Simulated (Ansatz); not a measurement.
# Single-point calculation, with input and output: WSO

WSO (slab, 3 atoms in the cell), computed with DFT, r2SCAN, plane waves, PAW, no spin polarisation (Ansatz 0.2.0).

The geometry comes from this level: r2SCAN. It belongs to a series of runs on one base structure; here: scf.occupations = cold 0.2.

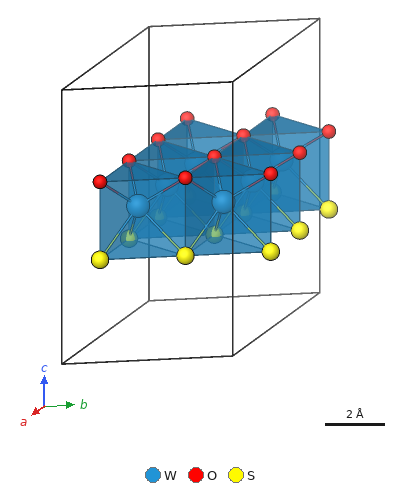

Figure 1. The input geometry (polyhedral view of the 3 × 2 repeat of the cell, with the vacuum cut short, seen slightly off an axis; polyhedra are completed across the faces of the cell). An atom can appear more than once, as a periodic image.

Input:
```yaml
crystal:
  lattice:
    - [2.9920668932, 0.0, 0.0]
    - [-1.4960334466, 2.5912059394, 0.0]
    - [0.0, 0.0, 30.2124244]
  atoms:
    - { symbol: W, position: [0.3333333333, 0.6666666667, 0.303070563] }
    - { symbol: O, position: [0.6666666667, 0.3333333333, 0.341266319] }
    - { symbol: S, position: [0.6666666667, 0.3333333333, 0.2493351929] }
  periodic: [true, true, false]
kpoints:
  mp_grid: { grid: [6, 6, 1] }
hamiltonian:
  xc: r2scan
scf:
  occupations: { method: cold, width: 0.2 }
  n_extra_bands: 4
output:
  forces: true
  stress: true
  eigenvalues: true
```

Launched with:
```bash
ansatz run input.yaml --threads 4 --pin off --max-ram 4608MiB --backend cpu --events-out ev --progress --plain --runs-dir out
```

Log:
```
scf.n_extra_bands = 4 over 13 filled bands (N_el = 26.0): the run solves 17 bands
Engine: ansatz 0.2.0, aarch64-unknown-linux-gnu
Pseudopotentials: kind: paw
Pseudopotential: W, paw, valence charge 14, recommended cutoff 500 eV (meta_gga), W.paw.azcp
Pseudopotential: O, paw, valence charge 6, recommended cutoff 500 eV (meta_gga), O.paw.azcp
Pseudopotential: S, paw, valence charge 6, recommended cutoff 500 eV (meta_gga), S.paw.azcp
Functional definition: r2SCAN
  parameter k0 = 0.174
  parameter k1 = 0.065
  parameter a1 = 4.9479
  exchange = r2scan_x(k0 = k0, k1 = k1, a1 = a1)
  correlation = r2scan_c
Crystal: 3 atoms, lattice volume = 234.239 Å³
Basis set: ecut = 500 eV, 6063 PW (Γ), exchange–correlation on 96×96×900 points (64 copies of the dense FFT grid, shifted against one another)
Bands: 17, of which v1, the nominal top of the filled ones, is band 13 counted from 1 (12 counted from 0)
Symmetry: 6 space group operations
Space group: P3m1 (ITA 156), of the structure as read, at distance tolerance 6.2e-5 Å
k-points: 7 of 36 (time reversal used)
Non-local potential: W, projectors of the file, l = 0: 3, l = 1: 2, l = 2: 2, l = 3: 1
Non-local potential: O, projectors of the file, l = 0: 2, l = 1: 2, l = 2: 1
Non-local potential: S, projectors of the file, l = 0: 2, l = 1: 2, l = 2: 2
PAW form: soft (Blöchl's): semilocal exchange-correlation on the pseudo side does not see the compensation charge
PAW frozen core: W, regenerated for the run's functional (the file was generated under x = pbe(κ = 0.804, μ = 0.2195149727645171), c = pbe(β = 0.06672455060314922))
PAW frozen core: O, regenerated for the run's functional (the file was generated under x = pbe(κ = 0.804, μ = 0.2195149727645171), c = pbe(β = 0.06672455060314922))
PAW frozen core: S, regenerated for the run's functional (the file was generated under x = pbe(κ = 0.804, μ = 0.2195149727645171), c = pbe(β = 0.06672455060314922))
PAW one-centre angular grid: W, 590 points (default); XC on 160 Gauss nodes
PAW one-centre angular grid: O, 302 points (default); XC on 160 Gauss nodes
PAW one-centre angular grid: S, 302 points (default); XC on 160 Gauss nodes
Initial density: superposition of atomic densities (neutral atoms: chi_scale 0, normalization atom), corrected by the library's trained network
Initial wavefunctions: pseudopotential atomic-orbital guess
Functional: x = r2scan, c = r2scan; τ floored in thin density (d = 2e-4 eV/Å³)
SCF iter   1: F=—  HF=-11873.055725 eV  |F-HF|=—  |Δ(HF+E_count)|=         —  Δρ=4.67e-3  dr2=3.80e-2  dr2_τ=1.38e-1  ethr=1.77e-3  ⟨swp⟩=13.6  Hψ=1170  notcnv=0
preconditioner: auto → Resta (q_TF=auto, 1.891 Å⁻¹)  ε∞=1.9  [insulator: Δε(μ)=1.649 eV  Ē_g=10.728 eV  σ=0.200 eV  W_gap=1.00  n_scr=18 (ndim 8)  ℏωp=10.3 eV  f_vac=0.794  D(μ)=-0.00/eV (n_scr^D=0)  ε∞_Penn≈1.9  vacuum switching on, ρ_ref=8.3e-3 e/Å³]
SCF iter   2: F=—  HF=-11873.145062 eV  |F-HF|=—  |Δ(HF+E_count)|=   8.93e-2  S|Δr|=   3.37e-8  Δρ=2.98e-3  dr2=1.99e-2  dr2_τ=1.25e-3  ethr=1.46e-4  ⟨swp⟩=3.1  Hψ=335  notcnv=0
SCF iter   3: F=—  HF=-11873.151461 eV  |F-HF|=—  |Δ(HF+E_count)|=   6.40e-3  S|Δr|=   5.42e-8  Δρ=2.08e-3  dr2=2.58e-2  dr2_τ=1.90e-3  ethr=7.65e-5  ⟨swp⟩=3.1  Hψ=235  notcnv=0
SCF iter   4: F=—  HF=-11873.150534 eV  |F-HF|=—  |Δ(HF+E_count)|=   9.27e-4  S|Δr|=   1.62e-8  Δρ=9.83e-4  dr2=3.60e-3  dr2_τ=2.06e-4  ethr=7.65e-5  ⟨swp⟩=2.6  Hψ=171  notcnv=0
SCF iter   5: F=—  HF=-11873.150623 eV  |F-HF|=—  |Δ(HF+E_count)|=   8.95e-5  S|Δr|=   1.64e-8  Δρ=3.62e-4  dr2=2.86e-4  dr2_τ=3.85e-5  ethr=1.39e-5  ⟨swp⟩=3.6  Hψ=223  notcnv=0
SCF iter   6: F=—  HF=-11873.150795 eV  |F-HF|=—  |Δ(HF+E_count)|=   1.72e-4  S|Δr|=   1.53e-9  Δρ=1.43e-4  dr2=4.19e-5  dr2_τ=2.17e-6  ethr=1.10e-6  ⟨swp⟩=3.1  Hψ=278  notcnv=0
SCF iter   7: F=—  HF=-11873.150723 eV  |F-HF|=—  |Δ(HF+E_count)|=   7.21e-5  S|Δr|=   1.74e-9  Δρ=2.13e-5  dr2=1.22e-6  dr2_τ=5.58e-7  ethr=1.61e-7  ⟨swp⟩=3.7  Hψ=288  notcnv=0
SCF iter   8: F=—  HF=-11873.150724 eV  |F-HF|=—  |Δ(HF+E_count)|=   1.57e-6  S|Δr|=  1.29e-10  Δρ=6.94e-6  dr2=1.29e-7  dr2_τ=6.96e-9  ethr=4.67e-9  ⟨swp⟩=4.1  Hψ=296  notcnv=0
SCF iter   9: F=-11873.150725 eV  HF=-11873.150725 eV  |F-HF|=1.64e-8  |Δ(HF+E_count)|=   2.77e-7  S|Δr|=  9.37e-11  Δρ=1.96e-6  dr2=1.13e-8  dr2_τ=9.05e-10  ethr=3.85e-10  ⟨swp⟩=13.7  Hψ=887  notcnv=0
SCF 1 converged in 9 iterations: F = -11873.150725 eV  dr2 = 1.13e-8
  greatest PAW one-centre occupation: 0.999 electrons in one spin orbital (limit 2), on the W atom at site 0 (counted from 0), in its partial waves of l = 0
```

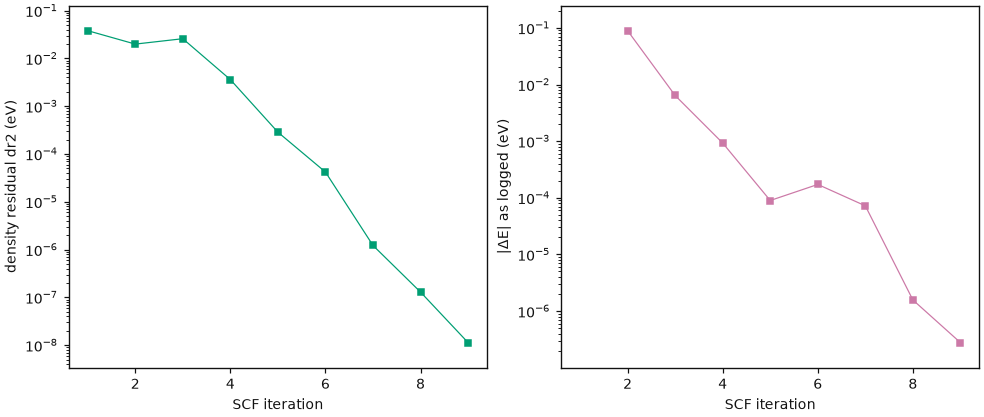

Figure 2. Convergence of the self-consistent field: density residual dr2 and size of the energy change against the SCF iteration. The residual falls almost steadily, with no more than small rises.

```
SCF converged after 9 iterations
Stability not checked: this state was not tested for a lower state beside it, because cold or Methfessel-Paxton smearing, or corrected tetrahedra, fill the levels in a way that the test cannot read (fill_not_monotonic; see scf.lower_state_search)
Free energy (F): -11873.150725 eV
F+E_penalty+E_count: -11873.150725 eV  (lagrangian_ev)
Harris-Foulkes:  -11873.150725 eV  (|F-HF|=1.64e-8)
Internal energy: -11873.150725 eV  (E = F + TS)
E sigma→0 (E₀):  -11873.150725 eV
Fermi energy:    -4.829386 eV
Step filling:    the computed levels leave a gap of 1.6577 eV = 8.3 smearing widths at the electron count; against every level under it full and every level over it empty, smearing changes F+E_penalty+E_count by +1.98e-9 meV and its σ→0 estimate by -1.02e-7 meV
--- Per-component energies (eV) ---
  E_band       = -679.747614
  E_kinetic    = 735.493614
  E_local      = -51131.504030  (includes V_loc(G=0)·N_el)
  E_nonlocal   = 76.106999
  E_hartree    = 25125.366178
  E_xc         = -414.621031
  E_vxc        = -460.861755  (∫ρ·V_xc dr)
  E_paw        = -9362.055436  (= ΣΔE_a)
  E_vpaw       = -174.557475  (= ΣTr[D̂ρ^β])
  E_aug_tail   = 0.000984  (compensation charges beyond the density's cutoff)
  E_vtau       = 24.850277  (kinetic-family band-sum trace: ∫τ·v_τ [+ j·A + Jᵃ·Aᵃ] dr)
  E_vnet       = -0.000005  (what level offsets or electrons beyond the count give E_band)
  E_ewald      = 23098.791654
  E_core_change = -0.729656  (= ΣΔE_core)
  E_smearing   = 0.000000  (= −TS)
  E_closure    = 0.000000  (closes the sum)
  E_count      = 0.000000  (occupations off the electron count; not in F)
  Σ components = -11873.150725   (vs F -11873.150725, Δ=0.00e0)
--- Forces (eV/Å), atoms counted from 1 ---
  atom   1  W     -0.00000000     0.00000000     0.00884613
  atom   2  O     -0.00000000     0.00000000    -0.00966641
  atom   3  S      0.00000000    -0.00000000     0.00090761
  max |Σ_I F_I| component: 8.73e-5 eV/Å
--- 2D stress c σ (N/m, compression-positive) ---
       -0.014715      -0.000000      -0.000000
       -0.000000      -0.014715       0.000000
        0.000000       0.000000       0.000000
  P = ½ c Tr σ = -0.0147 N/m
--- Band table (eV; the first three rows and the last of 7) ---
  k-point 0: bands = ["-82.6001", "-46.2943", "-45.9128", "-45.9128", "-26.5287", "-21.6832", "-13.5711", "-11.3029", "-11.3029", "-9.4927", "-8.1811", "-8.1811", "-5.7867", "-3.2056", "-3.2056", "-2.6690", "-2.6690"]
  k-point 1: bands = ["-82.5892", "-46.2606", "-46.0872", "-45.9509", "-26.3480", "-21.3542", "-13.0602", "-11.8856", "-11.0867", "-9.8567", "-8.7491", "-8.5080", "-6.3975", "-3.5159", "-3.2727", "-2.8779", "-2.0408"]
  k-point 2: bands = ["-82.5673", "-46.4246", "-46.1904", "-46.0263", "-26.0688", "-20.4584", "-13.1643", "-11.8844", "-11.2407", "-11.0688", "-8.9605", "-8.4951", "-7.4127", "-3.4678", "-3.0872", "-2.1275", "-1.0744"]
  k-point 6: bands = ["-82.5508", "-46.4244", "-46.3368", "-46.1386", "-25.8936", "-19.4446", "-13.2194", "-12.3020", "-11.4220", "-11.1076", "-10.2409", "-9.2010", "-6.8064", "-4.1291", "-2.3854", "-1.4683", "-0.6250"]
```

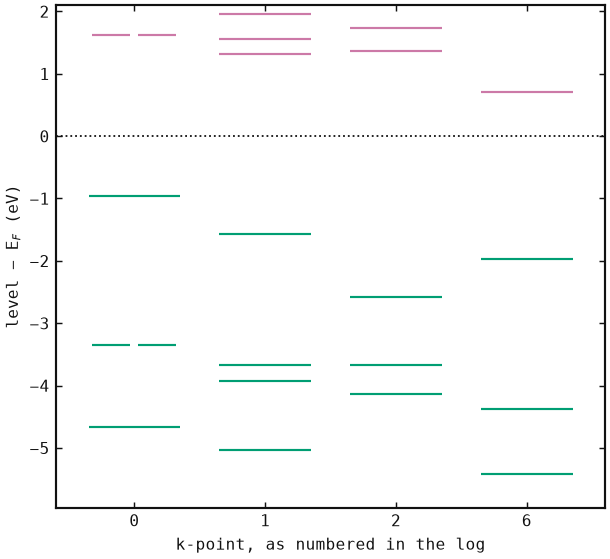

Figure 3. Kohn–Sham levels near the Fermi level (dotted) at the few k-points that the log prints; levels within 0.02 eV of each other stand side by side. Among these points the highest filled and lowest empty levels are 1.66 eV apart, which is the gap on the mesh.

Key numbers:

```csv
quantity,value
outcome,converged
electrons treated,26
free energy,−11873.1507 eV
Fermi energy,−4.829 eV
gap on the k-point mesh,1.66 eV
largest force (length of the vector),0.010 eV/Å
hardware,"4 threads of Arm Neoverse V2, 112 GiB of memory available, shared host"
wall time,3.3 s (CPU time 12 s)
peak memory,0.91 GiB
```

Settings chosen away from the usual ones: scf.occupations = cold 0.2. Spin–orbit coupling is left out, which matters for W.
